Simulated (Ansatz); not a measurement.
# C3H5FS: harmonic frequencies at the relaxed geometry, by script

At which frequencies does C3H5FS vibrate? Aim: harmonic frequencies at the relaxed geometry, for C3H5FS, run from a script.

Computed with Ansatz 0.2.0 through its Python package. Level of theory: CAM-B3LYP/6-31G*.

## 1. The structure

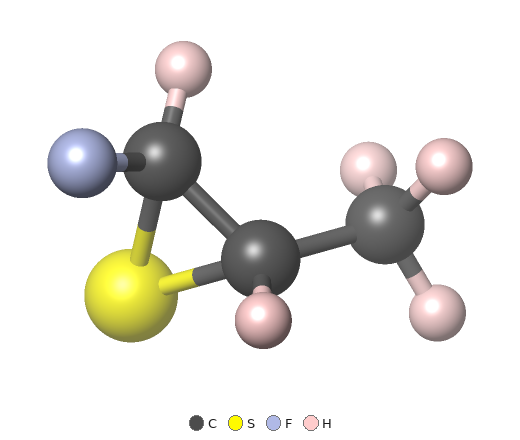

The structure that the script starts from, seen from a chosen angle (carbon dark grey, sulfur yellow, fluorine light blue, hydrogen pink).

The script holds or builds the structure itself.

## 2. Script

run_freq.py

```python
"""Harmonic frequencies of C3H5FS at its relaxed geometry."""

import ansatz as az
from ase import Atoms
from ase.thermochemistry import IdealGasThermo
import numpy as np
from rdkit import Chem
from rdkit.Chem import AllChem

# start geometry from RDKit
rd = Chem.AddHs(Chem.MolFromSmiles("C[C@@H]1S[C@H]1F"))
AllChem.EmbedMolecule(rd, randomSeed=221)
AllChem.UFFOptimizeMolecule(rd)
geometry = az.Crystal.molecule()
for atom, xyz in zip(rd.GetAtoms(), rd.GetConformer().GetPositions()):
    geometry = geometry.atom(atom.GetSymbol(), xyz.round(5).tolist())

job = geometry.calculation()
job = job.basis(gaussian="6-31G*")
job = job.functional("cam_b3lyp")
symbols = [site.symbol for site in geometry.cartesian_sites]
start = np.array([site.position_ang for site in geometry.cartesian_sites], dtype=float)
r = job.relax(force_tolerance=0.003, max_steps=100).run().report
end = np.array(r["positions_ang"])

print("bond        before    after (A)")
for i, j in [(0, 1), (0, 5), (0, 6), (0, 7), (1, 2), (1, 3), (1, 8), (2, 3), (3, 4), (3, 9)]:
    d0, d1 = (np.linalg.norm(xyz[i] - xyz[j]) for xyz in (start, end))
    print(f"{symbols[i]}{i}-{symbols[j]}{j}".ljust(10), f"{d0:8.4f} {d1:8.4f}")

# frequencies need a stationary point, so they are taken at the relaxed geometry
minimum = az.Crystal.molecule()
for symbol, xyz in zip(symbols, end):
    minimum = minimum.atom(symbol, xyz.tolist())
vibrating = (
    minimum.calculation()
    .basis(gaussian="6-31G*")  # atom-centred Gaussian functions
    .functional("cam_b3lyp")
    .phonons(temperatures=(200, 600, 100))
)
vib = vibrating.run().report["vibrations"]
sums = vib["harmonic_sums"]
modes = [m["omega_inv_cm"] for m in sums["modes_at_gamma"] if m["rigid_motion"] == "no"]
print("frequencies (1/cm):", " ".join(f"{w:.0f}" for w in modes))
print("imaginary modes:", sum(w < 0 for w in modes), " zero-point energy:", round(sums["zero_point_energy_ev"], 4), "eV")
# rigid rotor and ideal gas, symmetry number taken as one
gas = IdealGasThermo(vib_energies=[w / 8065.544 for w in modes if w > 0], geometry="linear" if len(modes) == 3 * len(symbols) - 5 else "nonlinear",
                     atoms=Atoms(symbols, positions=end), symmetrynumber=1, spin=0.0)
print(f"H(298 K) - E = {gas.get_enthalpy(298.15, verbose=False):.4f} eV")
print(f"S(298 K, 1 bar) = {96485.33 * gas.get_entropy(298.15, 1e5, verbose=False):.1f} J/(mol K) with symmetry number 1")
```

## 3. The calls as engine input

The engine receives this input (first run):

```yaml
crystal:
  periodic: [false, false, false]
  atoms:
    - { symbol: C, position_ang: [-1.25597, 0.06272, -0.03122] }
    - { symbol: C, position_ang: [0.14516, -0.50535, -0.23519] }
    - { symbol: S, position_ang: [0.97973, -0.95563, 1.34628] }
    - { symbol: C, position_ang: [1.245, 0.39512, 0.11932] }
    - { symbol: F, position_ang: [2.38697, 0.19665, -0.63436] }
    - { symbol: H, position_ang: [-1.32456, 0.6789, 0.89158] }
    - { symbol: H, position_ang: [-1.5284, 0.6906, -0.90494] }
    - { symbol: H, position_ang: [-1.98049, -0.77421, 0.04671] }
    - { symbol: H, position_ang: [0.33, -1.20698, -1.07623] }
    - { symbol: H, position_ang: [1.00257, 1.41817, 0.47804] }
basis:
  gaussian:
    orbitals: "6-31G*"
hamiltonian:
  xc: cam_b3lyp
relax:
  f_tol: 0.003
  max_steps: 100
```

## 4. Running it

Started as:

```bash
> python run_freq.py
```

The log of the run:

```text
bond        before    after (A)
C0-C1        1.5256   1.5073
C0-H5        1.1117   1.0931
C0-H6        1.1099   1.0957
C0-H7        1.1097   1.0930
C1-S2        1.8440   1.8420
C1-C3        1.4650   1.4696
C1-H8        1.1108   1.0879
S2-C3        1.8440   1.8042
C3-F4        1.3826   1.3565
C3-H9        1.1109   1.0873
frequencies (1/cm): 210 247 316 365 471 639 717 915 1017 1053 1114 1138 1176 1235 1358 1451 1472 1523 1534 3080 3152 3168 3195 3204
imaginary modes: 0  zero-point energy: 2.0923 eV
H(298 K) - E = 2.2630 eV
S(298 K, 1 bar) = 309.7 J/(mol K) with symmetry number 1
```

It took 4.3 min on 1 thread of Arm Neoverse V1, shared host; peak memory 0.41 GiB.

## 5. What changed from run to run

The engine's inputs for the other runs:

Run 2, against run 1:

```diff
@@ -4,10 +4,10 @@
-    - { symbol: C, position_ang: [-1.25597, 0.06272, -0.03122] }
-    - { symbol: C, position_ang: [0.14516, -0.50535, -0.23519] }
-    - { symbol: S, position_ang: [0.97973, -0.95563, 1.34628] }
-    - { symbol: C, position_ang: [1.245, 0.39512, 0.11932] }
-    - { symbol: F, position_ang: [2.38697, 0.19665, -0.63436] }
-    - { symbol: H, position_ang: [-1.32456, 0.6789, 0.89158] }
-    - { symbol: H, position_ang: [-1.5284, 0.6906, -0.90494] }
-    - { symbol: H, position_ang: [-1.98049, -0.77421, 0.04671] }
-    - { symbol: H, position_ang: [0.33, -1.20698, -1.07623] }
-    - { symbol: H, position_ang: [1.00257, 1.41817, 0.47804] }
+    - { symbol: C, position_ang: [-1.287758508578726, 0.053054677291519296, -0.056710657898876006] }
+    - { symbol: C, position_ang: [0.11804049743723102, -0.473334951235869, -0.19360328630099194] }
+    - { symbol: S, position_ang: [1.0300381731229706, -1.0043627296343771, 1.316149794389257] }
+    - { symbol: C, position_ang: [1.2820160637448652, 0.3533801940309813, 0.15505186112558814] }
+    - { symbol: F, position_ang: [2.367621468626585, 0.2922223770252532, -0.6560613141017331] }
+    - { symbol: H, position_ang: [-1.368547180238434, 0.7400085535529521, 0.7896949996664153] }
+    - { symbol: H, position_ang: [-1.5800966637393075, 0.5848204853367643, -0.9690506998538374] }
+    - { symbol: H, position_ang: [-1.995740310073391, -0.7641176078870351, 0.10355474587193314] }
+    - { symbol: H, position_ang: [0.2928206480946862, -1.139712387301663, -1.0355214656087854] }
+    - { symbol: H, position_ang: [1.1416158116035204, 1.3580313888214741, 0.5464860227110302] }
@@ -19,3 +19,5 @@
-relax:
-  f_tol: 0.003
-  max_steps: 100
+phonons:
+  temperatures:
+    t_min: 200.0
+    t_max: 600.0
+    t_step: 100.0
```

Lines on the test bed's own set-up are left out of the output.

## 6. Run by run

The 2 runs, in the order started:

```csv
run,kind of run,energy from run 1 (eV),SCF cycles in all,CPU time (s)
1,relaxation,0.0000,68,40
2,phonons,0.0000,377,220
```

## 7. How the relaxation of run 1 went

The steps of the relaxation:

| step | E - E(step 1) (eV) | largest force component (eV/Å) |
| --- | --- | --- |
| 1 | 0.0000 | 1.1111 |
| 2 | -0.1790 | 0.5879 |
| 3 | -0.2080 | 0.1319 |
| 4 | -0.2094 | 0.0231 |
| 5 | -0.2096 | 0.0276 |
| 6 | -0.2097 | 0.0109 |
| 7 | -0.2097 | 0.0028 |

Step 1 is the start.

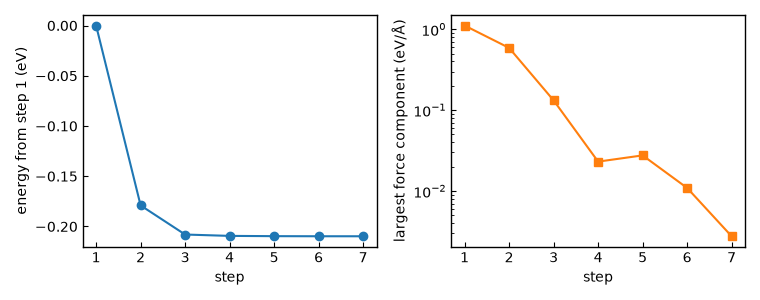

Energy and largest force along the relaxation.

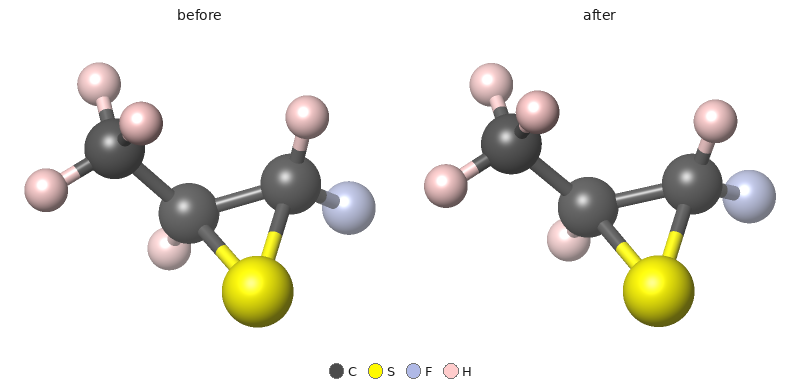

The structure before (left) and after (right) the relaxation, drawn at the same scale.

Before: Bond lengths: C1–C2 1.526 Å, C2–S3 1.844 Å, C2–C4 1.465 Å, S3–C4 1.844 Å, C4–F5 1.383 Å, C1–H6 1.112 Å, C1–H7 1.110 Å, C1–H8 1.110 Å, C2–H9 1.111 Å, C4–H10 1.111 Å. Angles (14 of 19 angles, heavy atoms first): C1–C2–S3 113.1°, C1–C2–C4 115.4°, S3–C2–C4 66.6°, C2–S3–C4 46.8°, C2–C4–S3 66.6°, C2–C4–F5 113.6°, S3–C4–F5 112.1°, C1–C2–H9 119.3°, S3–C2–H9 114.8°, C4–C2–H9 116.5°, C2–C1–H6 112.0°, C2–C1–H7 109.3°, C2–C1–H8 109.2°, C2–C4–H10 118.7°.

After: Bond lengths: C1–C2 1.507 Å, C2–S3 1.842 Å, C2–C4 1.470 Å, S3–C4 1.804 Å, C4–F5 1.357 Å, C1–H6 1.093 Å, C1–H7 1.096 Å, C1–H8 1.093 Å, C2–H9 1.088 Å, C4–H10 1.087 Å. Angles (14 of 19 angles, heavy atoms first): C1–C2–S3 119.2°, C1–C2–C4 121.4°, S3–C2–C4 64.9°, C2–S3–C4 47.5°, C2–C4–S3 67.6°, C2–C4–F5 117.8°, S3–C4–F5 117.6°, C1–C2–H9 115.7°, S3–C2–H9 112.2°, C4–C2–H9 113.6°, C2–C1–H6 111.0°, C2–C1–H7 110.0°, C2–C1–H8 110.9°, C2–C4–H10 120.2°.

## 8. Harmonic frequencies

Frequencies (cm⁻¹; negative: imaginary): 210, 247, 316, 365, 471, 639, 717, 915, 1017, 1053, 1114, 1138, 1176, 1235, 1358, 1451, 1472, 1523, 1534, 3080, 3152, 3168, 3195, 3204.

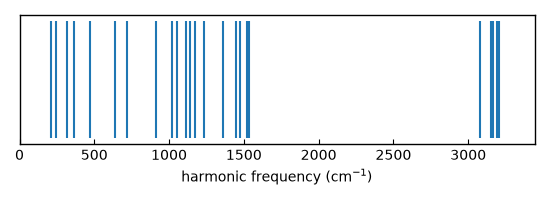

The harmonic frequencies as lines of equal height (no intensities).

## 9. Summary of results

```
                             quantity        value
                        runs compared            2
     moves of the relaxation of run 1            6
               energy gained in run 1     0.210 eV
last largest force component of run 1  0.0028 eV/Å
                    highest frequency    3204 cm⁻¹
                      imaginary modes            0
                    zero-point energy     2.092 eV
```

What this shows: In CPU time, run 2 (phonons) cost about 5.3 times as much as run 1 (relaxation). Run 1: The relaxation took 6 moves; the largest shift is 0.166 Å, of atom 10 (H). All frequencies are real, so the geometry is a minimum. The values are harmonic; measured fundamentals also hold anharmonic shifts, mostly downward for stretches. The frequencies are harmonic and unscaled, in a modest basis. The result belongs to the one conformer reached from this start, and soft torsions count as harmonic oscillators. The entropy takes a symmetry number of 1; a symmetric molecule's is lower by R ln(sigma).
